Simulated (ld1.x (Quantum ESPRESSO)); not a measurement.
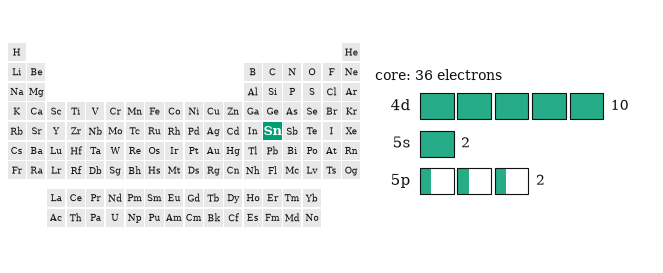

Left, the place of tin in the periodic table; right, the valence shells of the reference configuration: a box for each of the 2l + 1 orbitals, shaded by the share of the shell that is filled, with the electron count at the right. The shells are those of the unaltered input.

**Pseudopotential generation for Sn**

- system: tin (Sn, Z = 50), core [Kr], reference valence 4d10 5s2 5p2, valence charge 14. (This line and the method describe the unaltered input from which the odd one was made.)
- method: TM semilocal potential, PBE, scalar-relativistic, made with ld1.x (Quantum ESPRESSO) 7.5

Input file:
```
 &input
   title='Sn', zed=50., rel=1, dft='PBE', iswitch=3,
   config='[Kr] 4d10 5s2 5p2',
   nld=3, rlderiv=2.70, eminld=-4.0, emaxld=5.0, deld=0.02
 /
 &inputp
   pseudotype=1, tm=.true., lloc=2,
   nlcc=.false.,
   file_wfcaegen='ae.wfc', file_wfcncgen='nc.wfc'
 /
3
5S  1  0   2.00   0.00  1.55  1.55  0.0
5P  2  1   2.00   0.00  2.50  2.50  0.0
4D  3  2  10.00   0.00  1.55  1.55  0.0
 &test
   configts(1)='4d10 5s2 5p2'
 /
```

Run as:
```bash
ld1.x < Sn.in > Sn.out
```

Output:
```
     Program LD1 v.7.5
     --------------------------- All-electron run ----------------------------

     Sn
     scalar relativistic calculation

     atomic number is 50.00
     dft =PBE   lsd =0 sic =0 latt =0  beta=0.20 tr2=1.0E-14
     Exchange-correlation= PBE
                           (   1   4   3   4   0   0   0)
     mesh =1243 r(mesh) = 100.78374 a.u. xmin = -7.00 dx = 0.01250
     1 Ry =  13.60569312 eV, c = 137.03599908

     n l     nl                  e(Ry)          e(Ha)          e(eV)
     1 0     1S 1( 2.00)     -2132.5094     -1066.2547    -29014.2686
     2 0     2S 1( 2.00)      -321.9321      -160.9660     -4380.1088
     2 1     2P 1( 6.00)      -288.9932      -144.4966     -3931.9523
     3 0     3S 1( 2.00)       -62.1247       -31.0624      -845.2497
     3 1     3P 1( 6.00)       -51.3616       -25.6808      -698.8107
     4 0     4S 1( 2.00)        -9.8437        -4.9218      -133.9301
     4 1     4P 1( 6.00)        -6.5928        -3.2964       -89.7001
     3 2     3D 1(10.00)       -34.7961       -17.3980      -473.4246
     4 2     4D 1(10.00)        -1.8991        -0.9496       -25.8391
     5 0     5S 1( 2.00)        -0.7753        -0.3877       -10.5488
     5 1     5P 1( 2.00)        -0.2715        -0.1358        -3.6941

     final scf error:  8.2E-15 reached in  31 iterations

     Etot =  -12354.410875 Ry,   -6177.205437 Ha, -168090.323077 eV

     Ekin =   12899.149735 Ry,    6449.574868 Ha,  175501.872843 eV
     Encl =  -29875.374000 Ry,  -14937.687000 Ha, -406475.170578 eV
     Eh   =    4951.344976 Ry,    2475.672488 Ha,   67366.480290 eV
     Exc  =    -329.531586 Ry,    -164.765793 Ha,   -4483.505633 eV

     normalization and overlap integrals

     s(1S/1S) =  1.000000  <r> =   0.0291  <r2> =    0.0011  r(max) =   0.0188
     s(2S/2S) =  1.000000  <r> =   0.1255  <r2> =    0.0186  r(max) =   0.1054
     s(2P/2P) =  1.000000  <r> =   0.1096  <r2> =    0.0147  r(max) =   0.0853
     s(3S/3S) =  1.000000  <r> =   0.3393  <r2> =    0.1317  r(max) =   0.3090
     s(3P/3P) =  1.000000  <r> =   0.3377  <r2> =    0.1323  r(max) =   0.3013
     s(4S/4S) =  1.000000  <r> =   0.8186  <r2> =    0.7582  r(max) =   0.7412
     s(4P/4P) =  1.000000  <r> =   0.8859  <r2> =    0.8969  r(max) =   0.7890
     s(3D/3D) =  1.000000  <r> =   0.3146  <r2> =    0.1175  r(max) =   0.2498
     s(4D/4D) =  1.000000  <r> =   1.0991  <r2> =    1.4383  r(max) =   0.8829
     s(5S/5S) =  1.000000  <r> =   2.3966  <r2> =    6.5684  r(max) =   2.0147
     s(5P/5P) =  1.000000  <r> =   3.2510  <r2> =   12.4120  r(max) =   2.5548

     ------------------------ End of All-electron run ------------------------

     --------------------- Generating NC pseudopotential ---------------------

      Generating local pot.: lloc=2, matching radius rcloc =   1.5500

      Wfc   5S  rcut= 1.550  Using Troullier-Martins method

      Wfc   5P  rcut= 2.492  Using Troullier-Martins method

     ------------------- End of pseudopotential generation -------------------

     --------------------------- All-electron run ----------------------------

     Sn
     scalar relativistic calculation

     atomic number is 50.00
     dft =PBE   lsd =0 sic =0 latt =0  beta=0.20 tr2=1.0E-14
     Exchange-correlation= PBE
                           (   1   4   3   4   0   0   0)
     mesh =1243 r(mesh) = 100.78374 a.u. xmin = -7.00 dx = 0.01250
     1 Ry =  13.60569312 eV, c = 137.03599908

     n l     nl                  e(Ry)          e(Ha)          e(eV)
     1 0     1S 1( 2.00)     -2132.5094     -1066.2547    -29014.2686
     2 0     2S 1( 2.00)      -321.9321      -160.9660     -4380.1088
     2 1     2P 1( 6.00)      -288.9932      -144.4966     -3931.9523
     3 0     3S 1( 2.00)       -62.1247       -31.0624      -845.2497
     3 1     3P 1( 6.00)       -51.3616       -25.6808      -698.8107
     4 0     4S 1( 2.00)        -9.8437        -4.9218      -133.9301
     4 1     4P 1( 6.00)        -6.5928        -3.2964       -89.7001
     3 2     3D 1(10.00)       -34.7961       -17.3980      -473.4246
     4 2     4D 1(10.00)        -1.8991        -0.9496       -25.8391
     5 0     5S 1( 2.00)        -0.7753        -0.3877       -10.5488
     5 1     5P 1( 2.00)        -0.2715        -0.1358        -3.6941

     final scf error:  8.2E-15 reached in  31 iterations

     Etot =  -12354.410875 Ry,   -6177.205437 Ha, -168090.323077 eV

     Ekin =   12899.149735 Ry,    6449.574868 Ha,  175501.872843 eV
     Encl =  -29875.374000 Ry,  -14937.687000 Ha, -406475.170578 eV
     Eh   =    4951.344976 Ry,    2475.672488 Ha,   67366.480290 eV
     Exc  =    -329.531586 Ry,    -164.765793 Ha,   -4483.505633 eV

     normalization and overlap integrals

     s(1S/1S) =  1.000000  <r> =   0.0291  <r2> =    0.0011  r(max) =   0.0188
     s(2S/2S) =  1.000000  <r> =   0.1255  <r2> =    0.0186  r(max) =   0.1054
     s(2P/2P) =  1.000000  <r> =   0.1096  <r2> =    0.0147  r(max) =   0.0853
     s(3S/3S) =  1.000000  <r> =   0.3393  <r2> =    0.1317  r(max) =   0.3090
     s(3P/3P) =  1.000000  <r> =   0.3377  <r2> =    0.1323  r(max) =   0.3013
     s(4S/4S) =  1.000000  <r> =   0.8186  <r2> =    0.7582  r(max) =   0.7412
     s(4P/4P) =  1.000000  <r> =   0.8859  <r2> =    0.8969  r(max) =   0.7890
     s(3D/3D) =  1.000000  <r> =   0.3146  <r2> =    0.1175  r(max) =   0.2498
     s(4D/4D) =  1.000000  <r> =   1.0991  <r2> =    1.4383  r(max) =   0.8829
     s(5S/5S) =  1.000000  <r> =   2.3966  <r2> =    6.5684  r(max) =   2.0147
     s(5P/5P) =  1.000000  <r> =   3.2510  <r2> =   12.4120  r(max) =   2.5548

     ------------------------ End of All-electron run ------------------------

     Computing logarithmic derivative in   2.70269
     Computing logarithmic derivative in   2.70269
     Computing the partial wave expansion
     R is outside the sphere for l=    0 j= 0.00
     R is outside the sphere for l=    1 j= 0.00
       no projector for channel:   2

     ---------------------- Testing the pseudopotential ----------------------

     Sn
     scalar relativistic calculation

     atomic number is 50.00   valence charge is 14.00
     dft =PBE   lsd =0 sic =0 latt =0  beta=0.20 tr2=1.0E-14
     mesh =1243 r(mesh) = 100.78374 xmin = -7.00 dx = 0.01250

     n l     nl             e AE (Ry)        e PS (Ry)    De AE-PS (Ry)
     3 2     4D   1(10.00)       -1.89914       -1.89915        0.00001
     1 0     5S   1( 2.00)       -0.77532       -0.77532       -0.00001
     2 1     5P   1( 2.00)       -0.27151       -0.27151        0.00000

     eps = 6.1E-15  iter = 21

     Etot =  -12354.410875 Ry,   -6177.205437 Ha, -168090.323077 eV
     Etotps =  -135.532255 Ry,     -67.766127 Ha,   -1844.010265 eV

     Ekin =     101.685219 Ry,      50.842610 Ha,    1383.497891 eV
     Encl =    -342.438687 Ry,    -171.219344 Ha,   -4659.115693 eV
     Ehrt =     119.324023 Ry,      59.662012 Ha,    1623.486046 eV
     Ecxc =     -16.316000 Ry,      -8.158000 Ha,    -221.990488 eV
     Epseu=       2.213190 Ry,       1.106595 Ha,      30.111980 eV

     ---------------------- End of pseudopotential test ----------------------
```

What the run reported:

- outcome: generated
- hardware: 1 CPU thread, shared host
- wall time: 1.2 s

What is odd here:

This input holds a deliberate oddity: file_pseudopw left out. The program ran to the end. The all-electron atom is untouched: its total energy equals that from the unaltered input (−12354.4109 Ry). The pseudo-atom's energy and levels in the reference configuration are also those from the unaltered input, so the oddity leaves no trace there. The pseudo-atom meets the occupied all-electron levels that the test lists within 0.00001 Ry. No test for ghost states or cutoffs was run on this potential, so its soundness isn't shown.
